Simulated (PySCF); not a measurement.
## What a change does: single-point calculation on BH2ClO2

System: BH2ClO2.
Method of the first run: RKS PBE0-D4/def2-TZVPP, density fitting (PySCF 2.14.0).

The geometry comes from this level: PBE0-D4/def2-TZVP. Text and figures count atoms from 1; the logs count them from 0 in places.

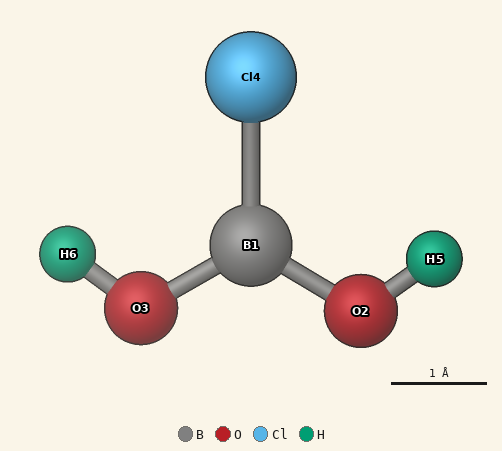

**Figure 1.** The input geometry (ball-and-stick view, seen at a tilt; atoms are numbered from 1 in the order of the input).

## The input, the first run
```python
import json, numpy as np
from pyscf import gto, scf, dft, mp, cc
EV, BOHR = 27.211386245988, 0.529177210903
mol = gto.M(atom="""
B -0.789620 -0.160765 -0.162733
O -1.055026 0.375554 -1.370753
O -0.982020 -1.482269 0.021655
Cl -0.192155 0.865604 1.175376
H -0.890977 1.319370 -1.413658
H -0.769122 -1.778874 0.908362
""", basis="def2-tzvpp", charge=0, spin=0, max_memory=8670, verbose=0)
def mean_field(mol, dm=None):
    mf = dft.RKS(mol, xc="pbe0").density_fit()
    mf.conv_tol = 1e-9; mf.grids.level = 4
    mf.kernel(dm0=dm)
    if not mf.converged: mf = mf.newton().run(mf.mo_coeff, mf.mo_occ)
    assert mf.converged
    return mf
def d4(mol):
    from pyscf.dispersion.dftd4 import DFTD4Dispersion
    real = gto.M(atom=[(mol.atom_pure_symbol(i), mol.atom_coord(i)) for i in range(6)], unit='B', charge=mol.charge, spin=None, basis='def2-svp', verbose=0)
    r = DFTD4Dispersion(real, xc="pbe0", atm=True).get_dispersion(grad=True); return r["energy"], r["gradient"]
def energy_and_gradient(mol, dm=None):
    mf = mean_field(mol, dm); e, g = d4(mol)
    return mf, (mf.e_tot + e) * EV, (mf.nuc_grad_method().kernel()[:6] + g) * EV / BOHR
out = {}
mf = mean_field(mol); e = d4(mol)[0]
out.update(energy=(mf.e_tot + e) * EV, converged=True, dispersion=e * EV)
out['s2'] = mf.spin_square()[0]; out['nelec'] = mol.nelec
print(f"Total energy {out['energy']:.6f} eV, <S^2> {out['s2']:.4f}")
json.dump(out, open("out.json", "w"), default=float)
```

Command:
```bash
OMP_NUM_THREADS=4 python run.py
```

Hardware: 4 threads of Intel Xeon @ 2.50GHz, 180 GiB of memory available, shared host.

## Output (the first run)
```
Total energy -17323.002375 eV, <S^2> 0.0000
```

For the second run the input was changed thus:
```diff
-    mf = dft.RKS(mol, xc="pbe0").density_fit()
+    mf = dft.RKS(mol, xc="pbe").density_fit()
-    r = DFTD4Dispersion(real, xc="pbe0", atm=True).get_dispersion(grad=True); return r["energy"], r["gradient"]
+    r = DFTD4Dispersion(real, xc="pbe", atm=True).get_dispersion(grad=True); return r["energy"], r["gradient"]
```

What does this change do to the results?

The total energies belong to different models, so their difference says nothing on which is more stable or more accurate. The functional changes from PBE0 to PBE.

## Output (the second run)
```
Total energy -17321.883494 eV, <S^2> 0.0000
```

## The two runs side by side

```tsv
quantity	the first run	the second run
outcome	converged	converged
total energy (hartree)	−636.608595	−636.567477
basis functions	163	163
wall time (shared host)	26 s	22 s
```
